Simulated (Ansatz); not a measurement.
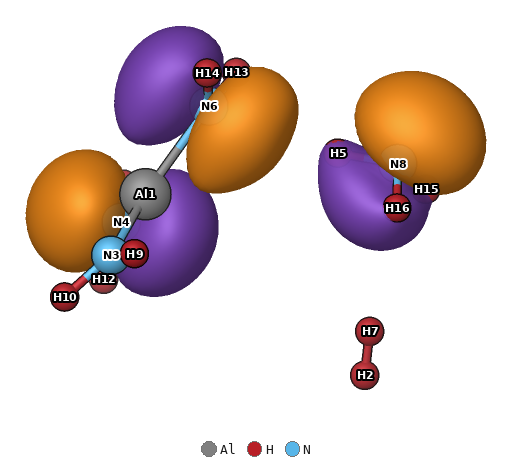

AlH6N3···H2···NH3. The HOMO−1 at ±0.08 Å⁻³ᐟ² (orange and purple are the two phases), seen at a tilt.

Method: RKS B3LYP/6-31G* (Ansatz).

```yaml
atoms:
  - { symbol: Al, position_ang: [-1.1468, -0.5814, -0.7672] }
  - { symbol: H, position_ang: [3.3762, 0.3342, -0.4638] }
  - { symbol: N, position_ang: [-0.5557, -2.2505, -0.5629] }
  - { symbol: N, position_ang: [-1.2765, 0.1476, -2.3896] }
  - { symbol: H, position_ang: [0.4385, 0.9833, 1.6952] }
  - { symbol: N, position_ang: [-1.5474, 0.3895, 0.6873] }
  - { symbol: H, position_ang: [2.9084, 0.5284, 0.0813] }
  - { symbol: N, position_ang: [1.2199, 1.3353, 2.2562] }
  - { symbol: H, position_ang: [-0.2074, -2.6440, 0.3014] }
  - { symbol: H, position_ang: [-0.5202, -2.9421, -1.3003] }
  - { symbol: H, position_ang: [-1.8395, 0.9547, -2.6235] }
  - { symbol: H, position_ang: [-0.7907, -0.1882, -3.2111] }
  - { symbol: H, position_ang: [-1.7814, 1.3747, 0.6601] }
  - { symbol: H, position_ang: [-1.8559, -0.0065, 1.5669] }
  - { symbol: H, position_ang: [1.7176, 2.0104, 1.6773] }
  - { symbol: H, position_ang: [1.8607, 0.5545, 2.3928] }
```

**Where does this orbital lie, and at what energy?**

Its weight (Hirshfeld) is mainly on N8 (about 30 %), N4 (about 25 %) and N6 (about 25 %); largely a combination of lone pairs on N8, N4 and N6. Its energy is −6.29 eV.
